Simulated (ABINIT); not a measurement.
# SiO2 (Stishovite): G0W0 with ABINIT, start to end, part 3 of 3

How does a plane-wave GW calculation on SiO2 (Stishovite) run from the first input to the gap?

ABINIT 10.8.3; LDA and many-body steps on it, plane waves. Known limits of the many-body steps: not at the basis limit; coarse k mesh.

So far. Step 4 (Empty states on the mesh, 4×4×4 mesh, 123 bands): On this mesh the gap is 5.665 eV. Step 5 (Screening, 4×4×4 mesh, 115 bands, screening to 130.6 eV): Local fields lower ε∞ by 7 %. On a Γ-centred mesh this coarse the value itself is usually too large, while a short band sum pulls it down.

## (6) Self-energy, 4×4×4 mesh, 115 bands, screening to 130.6 eV

The self-energy is evaluated for the states that the input lists, and the levels follow from it, in one-shot runs by the linearised quasiparticle equation.

This step: G0W0 on LDA, plane waves, norm-conserving pseudopotentials.

File run.abi:

```
acell 3*1.0 Angstrom
rprim 
  4.177300000000 0.000000000000 0.000000000000
  0.000000000000 4.177300000000 0.000000000000
  0.000000000000 0.000000000000 2.665200000000
ntypat 2
znucl 14 8
natom 6
typat 1 1 2 2 2 2
xred 
  0.000000000000 0.000000000000 0.000000000000
  0.500000000000 0.500000000000 0.500000000000
  0.305900000000 0.305900000000 0.000000000000
  0.194100000000 0.805900000000 0.500000000000
  0.694100000000 0.694100000000 0.000000000000
  0.805900000000 0.194100000000 0.500000000000
pp_dirpath "pseudos"
pseudos "Si.upf, O.upf"
ecut 36
ngkpt 4 4 4
nshiftk 1
shiftk 0 0 0
kptopt 1
chksymbreak 0
istwfk *1
occopt 1
irdwfk 1
optdriver 4
nband 115
gwcalctyp 0
ecutsigx 36
symsigma 1
nkptgw 18
kptgw 
  0.0000000000 0.0000000000 0.0000000000
  0.2500000000 0.0000000000 0.0000000000
  0.5000000000 0.0000000000 0.0000000000
  0.2500000000 0.2500000000 0.0000000000
  0.5000000000 0.2500000000 0.0000000000
  0.5000000000 0.5000000000 0.0000000000
  0.0000000000 0.0000000000 0.2500000000
  0.2500000000 0.0000000000 0.2500000000
  0.5000000000 0.0000000000 0.2500000000
  0.2500000000 0.2500000000 0.2500000000
  0.5000000000 0.2500000000 0.2500000000
  0.5000000000 0.5000000000 0.2500000000
  0.0000000000 0.0000000000 0.5000000000
  0.2500000000 0.0000000000 0.5000000000
  0.5000000000 0.0000000000 0.5000000000
  0.2500000000 0.2500000000 0.5000000000
  0.5000000000 0.2500000000 0.5000000000
  0.5000000000 0.5000000000 0.5000000000
bdgw 
  5 22
  5 22
  5 22
  5 22
  5 22
  5 22
  5 22
  5 22
  5 22
  5 22
  5 22
  5 22
  5 22
  5 22
  5 22
  5 22
  5 22
  5 22
ecuteps 4.8
irdscr 1
ppmodel 1
indata_prefix "in"
outdata_prefix "out"
tmpdata_prefix "tmp"
```

Command:

```console
OMP_NUM_THREADS=1 mpirun -n 4 abinit run.abi > log
```

Numbers of over 12 decimals in the logs are rounded to 6 here.

The program printed:

```text
.Version 10.8.3 of ABINIT. v10.8.2 released Aug 2026.

 Symmetries : space group P4_2/m n m (#136); Bravais tP (primitive tetrag.)
[... echo of the input left out ...]
== DATASET  1 ==================================================================
-   mpi_nproc: 4, omp_nthreads: 1 (-1 if OMP is not activated)

--- !DatasetInfo
iteration_state: {dtset: 1, }
dimensions: {natom: 6, nkpt: 18, mband: 115, nsppol: 1, nspinor: 1, nspden: 1, mpw: 3273, }
cutoff_energies: {ecut:  36.0, pawecutdg:  -1.0, }
electrons: {nelect:   3.20000000E+01, charge:   0.00000000E+00, occopt:   1.00000000E+00, tsmear:   1.00000000E-02, }

 SIGMA: Calculation of the GW corrections

 Based on a program developped by R.W. Godby, V. Olevano, G. Onida, and L. Reining.
 Incorporated in ABINIT by V. Olevano, G.-M. Rignanese, and M. Torrent.
.Using double precision arithmetic ; gwpc =  8

[... cell and pseudopotentials left out ...]
--------------------------------------------------------------------------------

 ==== K-mesh for the wavefunctions ====
 Number of points in the irreducible wedge :    18
[... list of points left out ...]
 Together with 16 symmetry operations and time-reversal symmetry
 yields    64 points in the full Brillouin Zone.

 ==== Q-mesh for screening function ====
 Number of points in the irreducible wedge :    18
[... list of points left out ...]
 Together with 16 symmetry operations and time-reversal symmetry
 yields    64 points in the full Brillouin Zone.

 vcoul_init : cutoff-mode = AUXILIARY_FUNCTION
 q-points for optical limit:   1
     1)      0.000010    0.000020    0.000030
 setmesh: FFT mesh size selected  =    48x   48x   30
          total number of points  =        69120

 Number of electrons calculated from density =   32.0000; Expected =   32.0000
 average of density, n =  0.101961
 r_s =    1.3279
 omega_plasma =   30.8015 [eV]

 === KS Band Gaps ===
  >>>> For spin  1
   Minimum direct gap =   5.6648 [eV], located at k-point      :   0.0000  0.0000  0.0000
   Fundamental gap    =   5.6648 [eV], Top of valence bands at :   0.0000  0.0000  0.0000
                                       Bottom of conduction at :   0.0000  0.0000  0.0000
 SIGMA fundamental parameters:
 PLASMON POLE MODEL  1
 number of plane-waves for SigmaX                 3273
 number of plane-waves for SigmaC and W            161
 number of plane-waves for wavefunctions          3273
 number of bands                                   115
 number of independent spin polarizations            1
 number of spinorial components                      1
 number of k-points in IBZ                          18
 number of q-points in IBZ                          18
 number of symmetry operations                      16
 number of k-points in BZ                           64
 number of q-points in BZ                           64
 number of frequencies for dSigma/dE                 9
 frequency step for dSigma/dE [eV]                0.25
 number of omega for Sigma on real axis              0
 max omega for Sigma on real axis  [eV]           0.00
 zcut for avoiding poles [eV]                     0.10

 EPSILON^-1 parameters (SCR file):
 dimension of the eps^-1 matrix on file            161
 dimension of the eps^-1 matrix used               161
 number of plane-waves for wavefunctions          3273
 number of bands                                   115
 number of q-points in IBZ                          18
 number of frequencies                               2
 number of real frequencies                          1
 number of imag frequencies                          1

 matrix elements of self-energy operator (all in [eV])

 Perturbative Calculation

--- !SelfEnergy_ee
iteration_state: {dtset: 1, }
kpoint     : [   0.000,    0.000,    0.000, ]
spin       : 1
KS_gap     :    5.665
QP_gap     :    8.120
Delta_QP_KS:    2.456
data: !SigmaeeData |
     Band     E0 <VxcDFT>   SigX SigC(E0)      Z dSigC/dE  Sig(E)    E-E0       E
        5  -3.945 -16.872 -24.670   5.357   0.799  -0.252 -18.822  -1.950  -5.894
        6   0.450 -17.476 -24.172   4.627   0.815  -0.226 -19.163  -1.687  -1.237
        7   0.450 -17.476 -24.172   4.627   0.815  -0.226 -19.163  -1.687  -1.237
        8   0.588 -16.131 -23.296   5.021   0.809  -0.236 -17.866  -1.735  -1.147
        9   1.508 -18.430 -24.773   4.433   0.820  -0.220 -19.996  -1.565  -0.057
       10   1.778 -19.016 -24.954   4.287   0.824  -0.214 -20.376  -1.360   0.418
       11   3.769 -19.965 -25.690   4.227   0.826  -0.211 -21.202  -1.237   2.532
       12   3.769 -19.965 -25.690   4.227   0.826  -0.211 -21.202  -1.237   2.532
       13   4.404 -20.137 -25.723   4.097   0.827  -0.209 -21.369  -1.232   3.172
       14   6.055 -20.851 -26.587   4.440   0.823  -0.215 -21.918  -1.067   4.988
[...]
--- !SelfEnergy_ee
iteration_state: {dtset: 1, }
kpoint     : [   0.250,    0.000,    0.000, ]
spin       : 1
KS_gap     :    6.963
QP_gap     :    9.613
Delta_QP_KS:    2.650
data: !SigmaeeData |
     Band     E0 <VxcDFT>   SigX SigC(E0)      Z dSigC/dE  Sig(E)    E-E0       E
[...]
--- !SelfEnergy_ee
iteration_state: {dtset: 1, }
kpoint     : [   0.500,    0.000,    0.000, ]
spin       : 1
KS_gap     :    8.731
QP_gap     :   11.605
Delta_QP_KS:    2.873
data: !SigmaeeData |
     Band     E0 <VxcDFT>   SigX SigC(E0)      Z dSigC/dE  Sig(E)    E-E0       E
[...]
--- !SelfEnergy_ee
iteration_state: {dtset: 1, }
kpoint     : [   0.250,    0.250,    0.000, ]
spin       : 1
KS_gap     :    7.521
QP_gap     :   10.271
Delta_QP_KS:    2.750
data: !SigmaeeData |
     Band     E0 <VxcDFT>   SigX SigC(E0)      Z dSigC/dE  Sig(E)    E-E0       E
[...]
--- !SelfEnergy_ee
iteration_state: {dtset: 1, }
kpoint     : [   0.500,    0.250,    0.000, ]
spin       : 1
KS_gap     :    8.919
QP_gap     :   11.829
Delta_QP_KS:    2.911
data: !SigmaeeData |
     Band     E0 <VxcDFT>   SigX SigC(E0)      Z dSigC/dE  Sig(E)    E-E0       E
[...]
--- !SelfEnergy_ee
iteration_state: {dtset: 1, }
kpoint     : [   0.500,    0.500,    0.000, ]
spin       : 1
KS_gap     :    9.622
QP_gap     :   12.667
Delta_QP_KS:    3.045
data: !SigmaeeData |
     Band     E0 <VxcDFT>   SigX SigC(E0)      Z dSigC/dE  Sig(E)    E-E0       E
[...]
--- !SelfEnergy_ee
iteration_state: {dtset: 1, }
kpoint     : [   0.000,    0.000,    0.250, ]
spin       : 1
KS_gap     :    8.218
QP_gap     :   11.167
Delta_QP_KS:    2.950
data: !SigmaeeData |
     Band     E0 <VxcDFT>   SigX SigC(E0)      Z dSigC/dE  Sig(E)    E-E0       E
[...]
--- !SelfEnergy_ee
iteration_state: {dtset: 1, }
kpoint     : [   0.250,    0.000,    0.250, ]
spin       : 1
KS_gap     :    8.669
QP_gap     :   11.625
Delta_QP_KS:    2.956
data: !SigmaeeData |
     Band     E0 <VxcDFT>   SigX SigC(E0)      Z dSigC/dE  Sig(E)    E-E0       E
[...]
--- !SelfEnergy_ee
iteration_state: {dtset: 1, }
kpoint     : [   0.500,    0.000,    0.250, ]
spin       : 1
KS_gap     :   10.409
QP_gap     :   13.563
Delta_QP_KS:    3.155
data: !SigmaeeData |
     Band     E0 <VxcDFT>   SigX SigC(E0)      Z dSigC/dE  Sig(E)    E-E0       E
[...]
--- !SelfEnergy_ee
[...]
kpoint     : [   0.250,    0.250,    0.250, ]
spin       : 1
KS_gap     :    8.755
QP_gap     :   11.707
Delta_QP_KS:    2.952
data: !SigmaeeData |
     Band     E0 <VxcDFT>   SigX SigC(E0)      Z dSigC/dE  Sig(E)    E-E0       E
[...]
--- !SelfEnergy_ee
iteration_state: {dtset: 1, }
kpoint     : [   0.250,    0.000,    0.500, ]
spin       : 1
KS_gap     :   11.110
QP_gap     :   14.396
Delta_QP_KS:    3.286
data: !SigmaeeData |
     Band     E0 <VxcDFT>   SigX SigC(E0)      Z dSigC/dE  Sig(E)    E-E0       E
[...]
--- !SelfEnergy_ee
iteration_state: {dtset: 1, }
kpoint     : [   0.500,    0.000,    0.500, ]
spin       : 1
KS_gap     :   10.390
QP_gap     :   13.571
Delta_QP_KS:    3.181
data: !SigmaeeData |
     Band     E0 <VxcDFT>   SigX SigC(E0)      Z dSigC/dE  Sig(E)    E-E0       E
[...]
--- !SelfEnergy_ee
iteration_state: {dtset: 1, }
kpoint     : [   0.250,    0.250,    0.500, ]
spin       : 1
KS_gap     :    9.748
QP_gap     :   12.857
Delta_QP_KS:    3.109
data: !SigmaeeData |
     Band     E0 <VxcDFT>   SigX SigC(E0)      Z dSigC/dE  Sig(E)    E-E0       E
[...]
--- !SelfEnergy_ee
iteration_state: {dtset: 1, }
kpoint     : [   0.500,    0.250,    0.500, ]
spin       : 1
KS_gap     :    9.245
QP_gap     :   12.214
Delta_QP_KS:    2.969
data: !SigmaeeData |
     Band     E0 <VxcDFT>   SigX SigC(E0)      Z dSigC/dE  Sig(E)    E-E0       E
[...]
--- !SelfEnergy_ee
iteration_state: {dtset: 1, }
kpoint     : [   0.500,    0.500,    0.500, ]
spin       : 1
KS_gap     :    8.638
QP_gap     :   11.579
Delta_QP_KS:    2.941
data: !SigmaeeData |
     Band     E0 <VxcDFT>   SigX SigC(E0)      Z dSigC/dE  Sig(E)    E-E0       E
[...]
18  14.034 -14.949  -8.845  -4.130   0.852  -0.173 -13.266   1.683  15.716
       19  17.770 -13.460  -7.065  -4.444   0.857  -0.167 -11.789   1.671  19.441
       20  17.770 -13.460  -7.065  -4.444   0.857  -0.167 -11.789   1.671  19.441
       21  18.428 -12.447  -5.750  -4.646   0.860  -0.163 -10.683   1.764  20.192
       22  18.428 -12.447  -5.750  -4.646   0.860  -0.163 -10.683   1.764  20.192

 New Fermi energy :        3.659025E-01 Ha ,    9.956715E+00 eV

 === QP Band Gaps ===
  >>>> For spin  1
   Minimum direct gap =   8.1204 [eV], located at k-point      :   0.0000  0.0000  0.0000
   Fundamental gap    =   8.1204 [eV], Top of valence bands at :   0.0000  0.0000  0.0000
                                       Bottom of conduction at :   0.0000  0.0000  0.0000

== END DATASET(S) ==============================================================
================================================================================

 -outvars: echo values of variables after computation  --------
           etotal      0.0000000000E+00
            nband         115
             nkpt          18
          spgroup         136
 [... the other variables as echoed above ...]

 Calculation completed.
```

Wall time 5.6 min (4 MPI ranks of Arm Neoverse V2, shared host); peak memory 2.1 GiB; 23 min of CPU time.

Numbers from this step:

* G0W0 gap on the mesh: 8.12 eV
* starting gap on the mesh: 5.665 eV
* k of the valence top: 0, 0, 0
* k of the conduction bottom: 0, 0, 0
* Z at the valence top: 0.821
* Z at the conduction bottom: 0.848
* least direct G0W0 gap on the computed points: 8.12 eV

The gap on the mesh goes from 5.66 eV to 8.12 eV, a correction of +2.46 eV.

Limits: finite bands, cutoff and mesh; coarse k mesh. v1 is the top filled band, c1 the lowest empty one. The levels before and after the correction (eV, zero at the valence-band top of each column):

```
           conduction bottom  valence top
Kohn-Sham               5.66         0.00
     G0W0               8.12         0.00
```

```
             level  energy (eV)
Kohn-Sham     Γ v4       -2.554
Kohn-Sham  Γ v3-v2       -0.904
Kohn-Sham     Γ v1        0.000
Kohn-Sham     Γ c1        5.665
Kohn-Sham     Γ c2        6.495
Kohn-Sham  Γ c3-c4        8.405
     G0W0     Γ v4       -2.725
     G0W0  Γ v3-v2       -0.909
     G0W0     Γ v1        0.000
     G0W0     Γ c1        8.120
     G0W0     Γ c2        9.154
     G0W0  Γ c3-c4       10.939
```

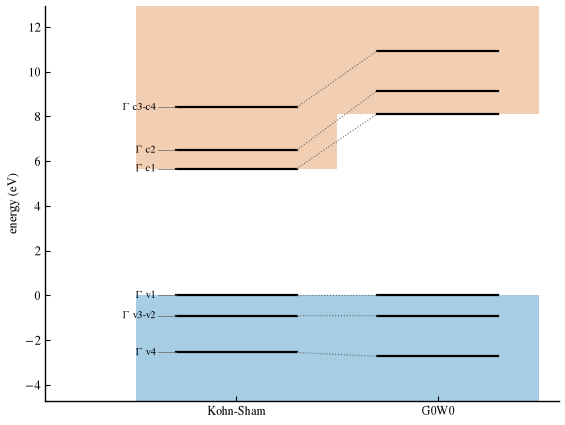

Levels before and after the correction. Shaded: valence and conduction bands.

## (7) Where the time went

Times are wall times on 4 MPI ranks of Arm Neoverse V2, shared host, good to a factor of about two.

```
                          step     time  share  memory (GiB)
                  ground state     30 s    5 %          0.33
bands along the symmetry lines     25 s    4 %          0.35
      empty states on the mesh  1.8 min   19 %           2.5
                     screening     67 s   12 %           1.3
                   self-energy  5.6 min   59 %           2.1
```

## (8) Summary of results

```
LDA gap              : 5.66 eV, direct
G0W0 gap on the mesh : 8.12 eV
GW settings          : 4×4×4 mesh, 115 bands, screening to 130.6 eV, Godby-Needs plasmon pole
known limits         : not at the basis limit; coarse k mesh
```

What this shows: G0W0 moves the gap on the mesh from 5.66 eV to 8.12 eV (+2.46 eV), with Z of 0.82 and 0.85 at the edges. Local fields lower the RPA ε∞ on this mesh from 3.70 to 3.44; a Γ-centred mesh this coarse tends to raise both, most where the direct gap is narrow, while a short band sum lowers them. The dearest step here is «self-energy». Bands and cutoff are finite, so the gap is not at the basis limit. The miss can reach some tenths of an eV and take either sign; the mesh is an error of its own. The 4×4×4 mesh is coarse for this cell, which bears on the long-range parts of exchange and screening.

[Paths, hosts, dates, memory and timing lines, banners, echoed tables and standing remarks are left out of the program output.]

[Logs are printed without paths, hosts, clocks, repeated set-up lines and the standing remarks that a program may print on its own settings, such as how far it seeks lower states.]

[Runs of the session that timed out or met a known fault of the program may be left out.]

[Hosts, paths, dates, database ids (printed as entryN), source tags and the programs' standing remarks are cut or masked in the printed files.]

[G0W0 gaps are taken among the corrected bands and points alone; a level outside them can change the order at an edge.]

[Where Ansatz stands beside ABINIT at settings called matched, ABINIT's density can come from a denser mesh and the files from another edition; pairs whose starting gaps differed by over 0.03 eV were left out, so agreement reads better than it is.]
